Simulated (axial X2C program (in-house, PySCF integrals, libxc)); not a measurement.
**BrCr: bond curves with and without spin–orbit coupling**

Aim: find the lowest determinant of BrCr, scan the bond at several levels and fit the constants, once spin-free and once with spin–orbit coupling.

Program: an in-house X2C program for linear molecules on PySCF integrals. Level of theory: all-electron X2C, Br dyall-cv3z, Cr dyall-cv3z. These are calculated values, not measurements.

## Step 1: Input

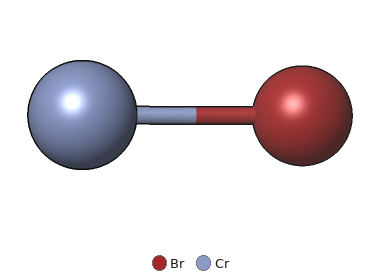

The two atoms at 2.360 Å (bromine red, chromium light blue).

task.json

```json
{"zs": [35, 24], "q": 0, "bas": ["dyall-cv3z", "dyall-cv3z"], "levels": ["PBE0", "HF", "LDA"], "cc": true, "r0": 2.36, "thr": -2.0, "nmax": 90, "npts": 10, "nst": 2, "ntry": 6}
```

Keys: zs atomic numbers; q charge; bas basis sets; levels methods (HF also brings MP2); cc coupled cluster on or off; r0 starting distance in Å; thr threshold in hartree for freezing inner shells (an s shell follows its p shell); nmax most natural virtual spinors; npts points asked for on the curve; nst determinants followed; ntry starts of the search.

The run is started by

```console
$ python so2c.py task.json out
```

Spin-free means the one-electron spin-free X2C Hamiltonian; two-component (2c) means X2C with spin–orbit coupling and atomic mean-field two-electron Coulomb and Gaunt terms. Basis: Br dyall-cv3z contracted to [8s9p6d4f1g], Cr dyall-cv3z contracted to [9s10p6d3f2g]; Gaussian nuclei, density fitting. Masses: Br 78.918 u, Cr 51.941 u.

Notation: σ, π±, δ± give the projection m of an orbital's angular momentum (0, ±1, ±2), α and β its spin, Λ and M_S the sums; ω is the projection of a spinor's total angular momentum and Ω the sum. Logs are in hartree.

The results follow Hamiltonian by Hamiltonian and level by level.

## Step 2: Which state to follow

Determinants are compared with PBE0 at 2.360 Å.

Spin-free determinants:

```csv
ΔE (eV),state,open shells
0.00,"M_S = 5/2, Λ = 0","beyond closed shells: σα, π+α, π-α, δ+α, δ-α"
1.27,"M_S = 5/2, Λ = 1","beyond closed shells: 2 × σα, π+α, δ+α, δ-α"
1.53,"M_S = 3/2, Λ = 0","beyond closed shells: σβ, π+α, π-α, δ+α, δ-α"
1.83,"M_S = 3/2, Λ = 1","beyond closed shells: π+α, δ+α, δ-α"
1.87,"M_S = 5/2, Λ = 2","beyond closed shells: 2 × σα, π+α, π-α, δ+α"
2.32,"M_S = 3/2, Λ = 2","beyond closed shells: π+α, π-α, δ+α"
3.07,"M_S = 3/2, Λ = 1","beyond closed shells: π+α, π+β, π-α, δ+α, δ-α"
```

Two-component determinants:

```tsv
ΔE (eV)	state	open shells
0.00	Ω = 5/2	excess of +ω over −ω: ω = 5/2
1.23	Ω = 3/2	excess of +ω over −ω: ω = 1/2, ω = -3/2, ω = 5/2
1.31	Ω = 7/2	excess of +ω over −ω: 2 × ω = 1/2, ω = 5/2
1.53	Ω = 3/2	excess of +ω over −ω: 2 × ω = -1/2, ω = 5/2
1.80	Ω = 1/2	excess of +ω over −ω: ω = -1/2, ω = -3/2, ω = 5/2
1.85	Ω = 1/2	excess of +ω over −ω: ω = 1/2
1.91	Ω = 9/2	excess of +ω over −ω: ω = 1/2, ω = 3/2, ω = 5/2
```

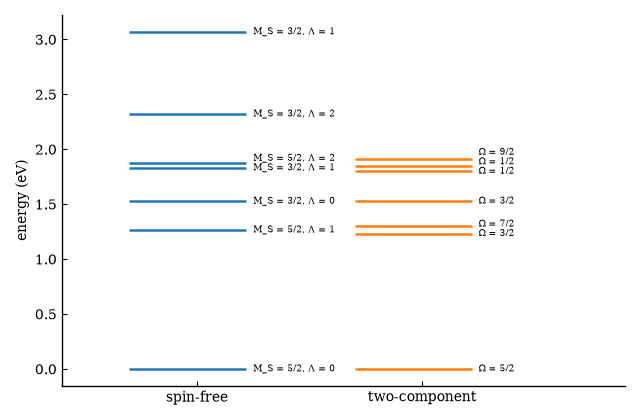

The determinants found, each set from its own lowest.

## Step 3: PBE0, spin-free

State followed: M_S = 5/2, Λ = 0 (beyond closed shells: σα, π+α, π-α, δ+α, δ-α). The scan is laid around 2.348 Å, a first estimate of the minimum, and this SCF restarts from the orbitals of the search.

Output at 2.348 Å:

```text
spin-free X2C-1e  PBE0
basis functions 210  fitting functions 1185  grid points 5803
iter        total energy     max residual
   1      -3656.708838957     5.45e-01
   2      -3656.730990191     1.18e-03
   3      -3656.730966752     2.79e-03
   4      -3656.731007624     2.25e-04
   5      -3656.731008025     1.65e-04
   6      -3656.731008322     2.84e-05
   7      -3656.731008348     2.91e-05
   8      -3656.731008369     2.28e-05
   9      -3656.731008378     5.18e-06
  10      -3656.731008378     9.51e-07
converged
one-electron -5450.21723399  Coulomb 1745.91918924  exact exchange -34.81029758  xc functional -106.93648937  nuclear repulsion 189.31382333
```

Along the bond, energies from the lowest point:

```
R (Å)  E (eV)  μ (D)  HOMO (eV)  LUMO (eV)  iterations
2.043  0.7123   4.01      -5.96      -2.25          12
2.137  0.2861   4.43      -6.00      -2.42          12
2.207  0.1086   4.75      -6.04      -2.54          11
2.278  0.0206   5.08      -6.09      -2.67          11
2.348  0.0000   5.41      -6.14      -2.79          10
2.430  0.0386   5.80      -6.21      -2.92          12
2.512  0.1248   6.18      -6.28      -3.05          12
2.618  0.2816   6.66      -6.37      -3.21          12
2.747  0.5133   7.23      -6.48      -3.39          12
2.935  0.8784   7.98      -6.45      -3.63          13
```

Dipoles are positive if Cr is the positive end.

Outer orbitals at the reference distance:

```csv
symmetry,occupied,ε (eV),atomic character
σβ,yes,-20.62,"83% Br s, 7% Cr p, 6% Cr d"
σα,yes,-20.54,"83% Br s, 7% Cr p, 6% Cr d"
σα,yes,-8.76,"71% Br p, 16% Cr d, 7% Cr s"
σβ,yes,-8.49,"83% Br p, 6% Cr s, 5% Cr d"
π-α,yes,-8.06,"55% Br p, 43% Cr d"
π+α,yes,-8.06,"55% Br p, 43% Cr d"
π-β,yes,-7.50,"90% Br p, 6% Cr d, 3% Cr p"
π+β,yes,-7.50,"90% Br p, 6% Cr d, 3% Cr p"
δ-α,yes,-6.82,100% Cr d
δ+α,yes,-6.82,100% Cr d
π-α,yes,-6.37,"58% Cr d, 36% Br p, 5% Cr p"
π+α,yes,-6.37,"58% Cr d, 36% Br p, 5% Cr p"
σα,yes,-6.14,"57% Cr d, 38% Cr s, 5% Br p"
σα,no,-2.79,"36% Cr s, 32% Cr p, 21% Cr d"
σβ,no,-1.73,"79% Cr s, 16% Cr p, 2% Br p"
π-α,no,-0.62,"91% Cr p, 4% Br p, 3% Cr d"
π+α,no,-0.62,"91% Cr p, 4% Br p, 3% Cr d"
```

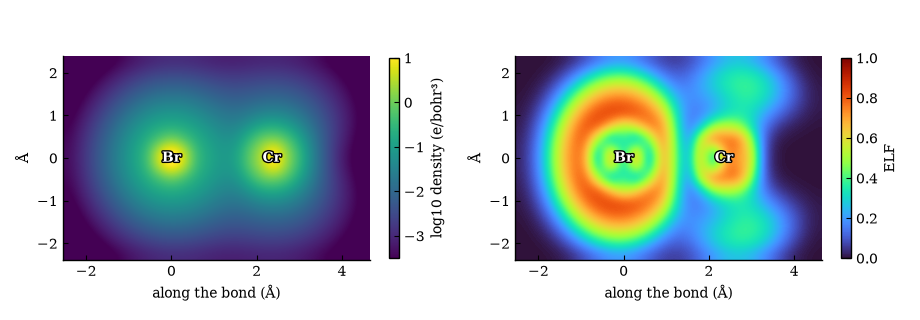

PBE0 fields in a plane through the axis, from a grid of 0.3 Å; Br lies at z = 0 and Cr at z = 2.348 Å; the ELF is damped to zero where the density is low.

Re = 2.338 Å, ωe = 302 cm⁻¹, ωexe = 0.982 cm⁻¹, Be = 0.09843 cm⁻¹, De = 3.34 eV, μ = 5.36 D.

## Step 4: HF, spin-free

The SCF at the reference distance of 2.348 Å:

```text
spin-free X2C-1e  HF
basis functions 210  fitting functions 1185  grid points 5803
iter        total energy     max residual
   1      -3654.225411758     1.98e-01
   2      -3654.255796588     6.11e-03
   3      -3654.257418161     2.93e-03
   4      -3654.257637062     1.59e-03
   5      -3654.257714188     7.01e-04
   6      -3654.257728817     2.30e-04
   7      -3654.257730600     1.75e-04
   8      -3654.257731726     5.65e-05
   9      -3654.257731863     3.52e-05
  10      -3654.257731901     3.10e-05
  11      -3654.257731925     3.12e-05
  12      -3654.257731943     3.16e-05
  13      -3654.257731950     3.17e-05
  14      -3654.257731803     2.96e-05
  15      -3654.257731253     2.08e-05
  16      -3654.257730849     3.88e-06
  17      -3654.257730861     4.16e-06
  18      -3654.257730849     4.25e-06
  19      -3654.257730844     4.53e-07
  20      -3654.257730844     8.15e-08
converged
one-electron -5451.04198849  Coulomb 1746.88008214  exact exchange -139.40964783  xc functional 0.00000000  nuclear repulsion 189.31382333
```

No constants are quoted: the solution changes its character somewhere along the scan, so the fit is set aside.

## Step 5: LDA, spin-free

The SCF at the reference distance of 2.348 Å:

```text
spin-free X2C-1e  LDA
basis functions 210  fitting functions 1185  grid points 5803
iter        total energy     max residual
   1      -3651.218553953     2.49e-01
   2      -3651.230537946     1.80e-02
   3      -3651.211786296     6.00e-02
   4      -3651.231671037     1.66e-02
   5      -3651.233774640     3.98e-03
   6      -3651.233891001     8.32e-04
   7      -3651.233899868     1.19e-04
   8      -3651.233900125     1.09e-05
   9      -3651.233900126     4.90e-06
converged
one-electron -5448.89009272  Coulomb 1744.46571740  exact exchange 0.00000000  xc functional -136.12334814  nuclear repulsion 189.31382333
```

Re = 2.273 Å, ωe = 326 cm⁻¹, ωexe = 1.05 cm⁻¹, Be = 0.1042 cm⁻¹, De = 3.94 eV, μ = 4.20 D.

## Step 6: Correlated methods, spin-free

Correlated methods: 13 electrons correlated (frozen shells, counted by type: Br 3 s, 2 p, 1 d; Cr 3 s, 2 p), 277 virtual spinors in MP2.

Output of the correlated part at 2.348 Å:

```text
correlated 13  virtual 277  natural virtual 90  E(MP2) -0.277069866  MP2 remainder -0.012001387
iter   CCSD correlation   residual
   1     -0.278766661   8.49e-02
   2     -0.284164863   3.17e-02
   3     -0.285226021   1.22e-02
   4     -0.285316757   5.13e-03
   5     -0.285374625   1.81e-03
   6     -0.285385763   7.05e-04
   7     -0.285386215   3.11e-04
   8     -0.285387298   1.39e-04
   9     -0.285386586   6.20e-05
  10     -0.285387324   3.07e-05
  11     -0.285387408   1.14e-05
  12     -0.285387522   4.01e-06
  13     -0.285387523   1.65e-06
(T) -0.010145472  T1 0.0204  D1 0.0346  max T2 0.035
```

T1 in the output is the amplitude norm over the root of the electron number; divide by √2 for the Lee–Taylor value.

Coupled cluster ran at too few distances for a curve.

MP2: No constants are quoted: the reference changes its character somewhere along the scan, so the fit is set aside.

## Step 7: A higher determinant, spin-free

State: M_S = 5/2, Λ = 1 (beyond closed shells: 2 × σα, π+α, δ+α, δ-α).

Output at the reference distance:

```text
spin-free X2C-1e  PBE0
basis functions 210  fitting functions 1185  grid points 5803
iter        total energy     max residual
   1      -3656.661764141     5.49e-01
   2      -3656.684319699     1.19e-03
   3      -3656.684293855     2.51e-03
   4      -3656.684337612     3.42e-04
   5      -3656.684338771     1.22e-04
   6      -3656.684338993     1.62e-05
   7      -3656.684339000     5.25e-06
   8      -3656.684339002     7.02e-06
converged
one-electron -5446.66608928  Coulomb 1742.27548168  exact exchange -34.78080037  xc functional -106.82675435  nuclear repulsion 189.31382333
```

```
R (Å)  E above the lowest PBE0 point (eV)
2.043                               2.152
2.137                               1.663
2.207                               1.445
2.278                               1.321
2.348                               1.270
2.430                               1.278
2.512                               1.339
2.618                               1.468
2.747                               1.671
```

Re = 2.378 Å, ωe = 289.9 cm⁻¹, ωexe = 0.976 cm⁻¹, Be = 0.09519 cm⁻¹, μ = 1.91 D. Te = 1.27 eV.

## Step 8: The spin-free curves together

Energy (eV) of the followed determinant, spin-free, from each level's lowest point:

```
R (Å)   PBE0  HF (jumps)  MP2 (its reference jumps)    LDA
2.043  0.712       1.114                      1.036  0.459
2.137  0.286         n/a                        n/a  0.139
2.207  0.109         n/a                        n/a  0.029
2.278  0.021         n/a                        n/a  0.000
2.348  0.000       0.029                      0.000  0.031
2.430  0.039       0.000                      0.064  0.121
2.512  0.125       0.036                      0.175  0.251
2.618  0.282       0.147                      0.369  0.455
2.747  0.513       0.346                      0.654  0.733
2.935  0.878       0.698                      1.108  1.146
```

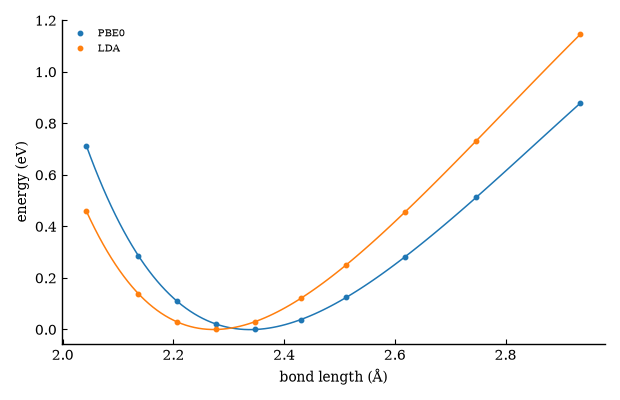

Curves of the followed state, spin-free, each from its own lowest point. Left out: HF, MP2.

## Step 9: PBE0, 2c

State followed: Ω = 5/2 (excess of +ω over −ω: ω = 5/2). The scan is laid around 2.348 Å, a first estimate of the minimum, and this SCF restarts from the orbitals of the search.

The SCF at the reference distance of 2.348 Å:

```text
two-component X2C + atomic mean field  PBE0
basis functions 210  fitting functions 1185  grid points 5803
iter        total energy     max residual
   1      -3655.552120383     5.46e-01
   2      -3655.574296410     1.21e-03
   3      -3655.574271210     2.86e-03
   4      -3655.574314306     2.18e-04
   5      -3655.574314698     1.61e-04
   6      -3655.574314988     2.75e-05
   7      -3655.574315014     2.85e-05
   8      -3655.574315034     2.25e-05
   9      -3655.574315042     5.20e-06
  10      -3655.574315043     9.18e-07
converged
one-electron -5447.24200933  Coulomb 1745.30466677  exact exchange -34.79798291  xc functional -106.89869027  nuclear repulsion 189.31382333  atomic mean-field constant -1.25412263
```

Along the bond, energies from the lowest point:

```
R (Å)  E (eV)  μ (D)  HOMO (eV)  LUMO (eV)  iterations
2.043  0.7171   4.00      -5.95      -2.24          12
2.137  0.2893   4.42      -6.00      -2.41          12
2.207  0.1107   4.74      -6.04      -2.54          11
2.278  0.0216   5.07      -6.08      -2.66          11
2.348  0.0000   5.40      -6.14      -2.78          10
2.430  0.0374   5.78      -6.20      -2.92          12
2.512  0.1226   6.16      -6.27      -3.05          12
2.618  0.2781   6.64      -6.36      -3.20          12
2.747  0.5081   7.20      -6.39      -3.39          12
2.935  0.8707   7.93      -6.33      -3.62          13
```

Dipoles are positive if Cr is the positive end.

Outer spinors at the reference distance:

| ω | occupied | ε (eV) | atomic character | λ mixture |
| --- | --- | --- | --- | --- |
| -1/2 | yes | -20.62 | 83% Br s, 7% Cr p, 6% Cr d | 100% σ |
| 1/2 | yes | -20.55 | 83% Br s, 7% Cr p, 6% Cr d | 100% σ |
| 1/2 | yes | -8.79 | 72% Br p, 16% Cr d, 7% Cr s | 97% σ, 3% π |
| -1/2 | yes | -8.57 | 82% Br p, 8% Cr d, 5% Cr s | 86% σ, 14% π |
| -1/2 | yes | -8.09 | 59% Br p, 37% Cr d | 86% π, 14% σ |
| 3/2 | yes | -7.96 | 51% Br p, 47% Cr d | 100% π |
| 1/2 | yes | -7.62 | 89% Br p, 7% Cr d, 3% Cr p | 97% π, 3% σ |
| -3/2 | yes | -7.35 | 90% Br p, 6% Cr d, 4% Cr p | 100% π |
| -3/2 | yes | -6.85 | 100% Cr d | 100% δ |
| 5/2 | yes | -6.79 | 100% Cr d | 100% δ |
| -1/2 | yes | -6.43 | 62% Cr d, 34% Br p, 4% Cr p | 100% π |
| 3/2 | yes | -6.29 | 55% Cr d, 40% Br p, 5% Cr p | 100% π |
| 1/2 | yes | -6.14 | 56% Cr d, 38% Cr s, 5% Br p | 100% σ |
| 1/2 | no | -2.78 | 36% Cr s, 32% Cr p, 21% Cr d | 100% σ |
| -1/2 | no | -1.73 | 79% Cr s, 16% Cr p, 2% Br p | 100% σ |
| -1/2 | no | -0.63 | 91% Cr p, 4% Br p, 3% Cr d | 100% π |
| 3/2 | no | -0.60 | 91% Cr p, 4% Br p, 3% Cr d | 100% π |

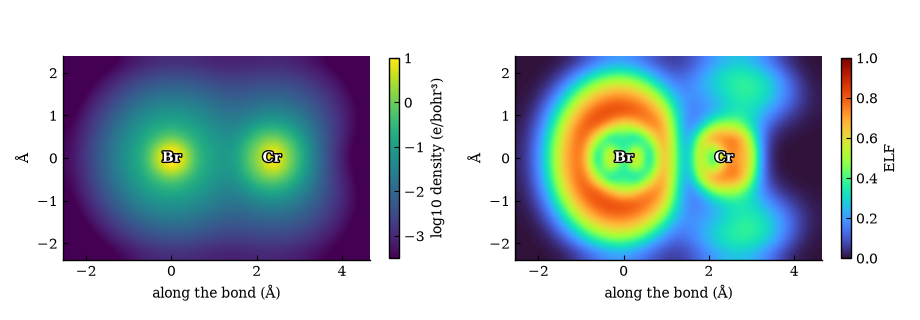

PBE0 fields in a plane through the axis, from a grid of 0.3 Å; Br lies at z = 0 and Cr at z = 2.348 Å; the ELF is damped to zero where the density is low.

Re = 2.340 Å, ωe = 301 cm⁻¹, ωexe = 0.984 cm⁻¹, Be = 0.09832 cm⁻¹, De = 3.23 eV, μ = 5.36 D.

## Step 10: HF, 2c

The SCF at the reference distance of 2.348 Å:

```text
two-component X2C + atomic mean field  HF
basis functions 210  fitting functions 1185  grid points 5803
iter        total energy     max residual
   1      -3653.069573517     1.98e-01
   2      -3653.099957141     6.16e-03
   3      -3653.101583709     2.94e-03
   4      -3653.101804107     1.57e-03
   5      -3653.101882294     6.46e-04
   6      -3653.101897629     2.81e-04
   7      -3653.101899685     1.85e-04
   8      -3653.101901189     1.33e-04
   9      -3653.101901620     1.12e-04
  10      -3653.101901946     1.08e-04
  11      -3653.101902261     1.09e-04
  12      -3653.101902479     1.10e-04
  13      -3653.101902523     1.10e-04
  14      -3653.101901475     1.08e-04
  15      -3653.101898428     1.01e-04
  16      -3653.101891933     5.45e-05
  17      -3653.101892486     5.08e-05
  18      -3653.101891196     5.24e-05
  19      -3653.101891119     2.48e-05
  20      -3653.101890956     1.22e-05
  21      -3653.101890911     7.91e-06
  22      -3653.101890903     3.80e-06
  23      -3653.101890904     1.78e-06
converged
one-electron -5447.94561326  Coulomb 1746.13902173  exact exchange -139.35500007  xc functional 0.00000000  nuclear repulsion 189.31382333  atomic mean-field constant -1.25412263
```

No constants are quoted: the solution changes its character somewhere along the scan, so the fit is set aside.

## Step 11: LDA, 2c

Output at 2.348 Å:

```text
two-component X2C + atomic mean field  LDA
basis functions 210  fitting functions 1185  grid points 5803
iter        total energy     max residual
   1      -3650.062713450     2.49e-01
   2      -3650.074682349     1.80e-02
   3      -3650.055891562     6.01e-02
   4      -3650.075845060     1.66e-02
   5      -3650.077943757     3.99e-03
   6      -3650.078060879     8.33e-04
   7      -3650.078069727     1.18e-04
   8      -3650.078069983     1.09e-05
   9      -3650.078069984     5.02e-06
converged
one-electron -5445.91177312  Coulomb 1743.84790931  exact exchange 0.00000000  xc functional -136.07390688  nuclear repulsion 189.31382333  atomic mean-field constant -1.25412263
```

Re = 2.274 Å, ωe = 325 cm⁻¹, ωexe = 1.05 cm⁻¹, Be = 0.1041 cm⁻¹, De = 3.78 eV, μ = 4.19 D.

## Step 12: Correlated methods, 2c

Correlated methods: 13 electrons correlated (frozen shells, counted by type: Br 3 s, 2 p, 1 d; Cr 3 s, 2 p), 277 virtual spinors in MP2.

Output of the correlated part at 2.348 Å:

```text
correlated 13  virtual 277  natural virtual 90  E(MP2) -0.276818283  MP2 remainder -0.012004448
iter   CCSD correlation   residual
   1     -0.278555397   8.52e-02
   2     -0.283994236   3.21e-02
   3     -0.285089865   1.26e-02
   4     -0.285193028   5.46e-03
   5     -0.285260975   2.11e-03
   6     -0.285276102   9.32e-04
   7     -0.285278100   4.55e-04
   8     -0.285279981   1.95e-04
   9     -0.285279172   7.89e-05
  10     -0.285280148   3.50e-05
  11     -0.285280236   1.21e-05
  12     -0.285280359   4.21e-06
  13     -0.285280362   1.76e-06
(T) -0.010145524  T1 0.0211  D1 0.0346  max T2 0.035
```

Coupled cluster ran at too few distances for a curve.

MP2: No constants are quoted: the reference changes its character somewhere along the scan, so the fit is set aside.

## Step 13: A higher determinant, 2c

State: Ω = 3/2 (excess of +ω over −ω: ω = 1/2, ω = -3/2, ω = 5/2).

Output at the reference distance:

```text
two-component X2C + atomic mean field  PBE0
basis functions 210  fitting functions 1185  grid points 5803
iter        total energy     max residual
   1      -3655.506249296     5.49e-01
   2      -3655.528835493     1.20e-03
   3      -3655.528806376     2.61e-03
   4      -3655.528853629     3.36e-04
   5      -3655.528854804     1.23e-04
   6      -3655.528855039     1.73e-05
   7      -3655.528855048     5.70e-06
   8      -3655.528855051     8.98e-06
   9      -3655.528855052     2.61e-06
converged
one-electron -5443.71556178  Coulomb 1741.68574588  exact exchange -34.76839979  xc functional -106.79034005  nuclear repulsion 189.31382333  atomic mean-field constant -1.25412263
```

```
R (Å)  E above the lowest PBE0 point (eV)
2.043                               2.121
2.137                               1.632
2.207                               1.414
2.278                               1.289
2.348                               1.237
2.430                               1.244
2.512                               1.303
2.618                               1.430
2.747                               1.627
```

Re = 2.379 Å, ωe = 288.3 cm⁻¹, ωexe = 1.02 cm⁻¹, Be = 0.09507 cm⁻¹, μ = 1.84 D. Te = 1.23 eV.

## Step 14: The 2c curves together

Energy (eV) of the followed determinant, 2c, from each level's lowest point:

```
R (Å)   PBE0  HF (jumps)  MP2 (its reference jumps)    LDA
2.043  0.717       1.122                      1.028  0.463
2.137  0.289         n/a                        n/a  0.141
2.207  0.111         n/a                        n/a  0.030
2.278  0.022         n/a                        n/a  0.000
2.348  0.000       0.029                      0.000  0.030
2.430  0.037       0.000                      0.062  0.119
2.512  0.123       0.035                      0.173  0.248
2.618  0.278       0.146                      0.367  0.450
2.747  0.508       0.345                      0.651  0.725
2.935  0.871       0.696                      1.104  1.134
```

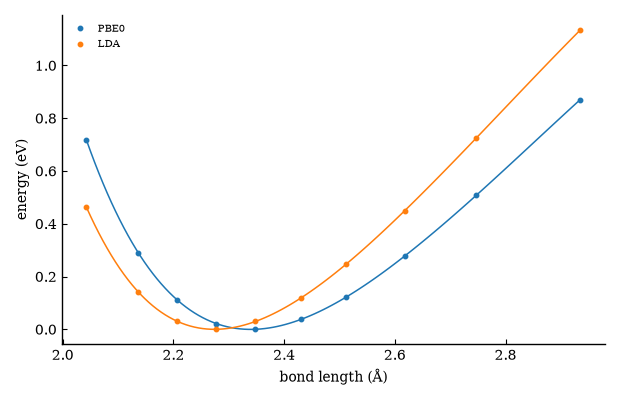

Curves of the followed state, 2c, each from its own lowest point. Left out: HF, MP2.

Time for the job: 4.4 min (1 thread, shared host).

## Step 15: Constants

Lowest determinant that the search found at its distance, spin-free: M_S = 5/2, Λ = 0 (beyond closed shells: σα, π+α, π-α, δ+α, δ-α).

Lowest determinant that the search found at its distance, 2c: Ω = 5/2 (excess of +ω over −ω: ω = 5/2).

| Hamiltonian | level | Re (Å) | ωe (cm⁻¹) | De (eV) | μ (D) |
| --- | --- | --- | --- | --- | --- |
| spin-free | PBE0 | 2.338 | 302 | 3.34 | 5.36 |
| spin-free | LDA | 2.273 | 326 | 3.94 | 4.20 |
| 2c | PBE0 | 2.340 | 301 | 3.23 | 5.36 |
| 2c | LDA | 2.274 | 325 | 3.78 | 4.19 |

Dipoles are positive if Cr is the positive end. No constants: spin-free HF (the solution changes its character somewhere along the scan, so the fit is set aside); spin-free MP2 (the reference changes its character somewhere along the scan, so the fit is set aside); 2c HF (the solution changes its character somewhere along the scan, so the fit is set aside); 2c MP2 (the reference changes its character somewhere along the scan, so the fit is set aside).

Time per point (s) on 1 thread, shared host (2c runs); the times are rough: PBE0 1.4, LDA 0.45.

At PBE0, going from spin-free to two-component changes Re by +1 mÅ, ωe by -0.2 %, which is small (part of it comes from the scalar share of the two-electron terms). De moves by -0.10 eV; both De rest on single-determinant atoms, which can miss part of an open shell's spin–orbit lowering.

De refers to Br + Cr, each in the lowest determinant found, which need not be this curve's own limit. Each curve is one determinant whose occupation by symmetry is held fixed; it was picked as the lowest of a PBE0 search that is not exhaustive. Dissociation energies refer to the lowest single-determinant-based atoms at the same level and basis. Density functionals use the spin component along the axis (collinear). With several unpaired electrons one determinant need not be a pure state.
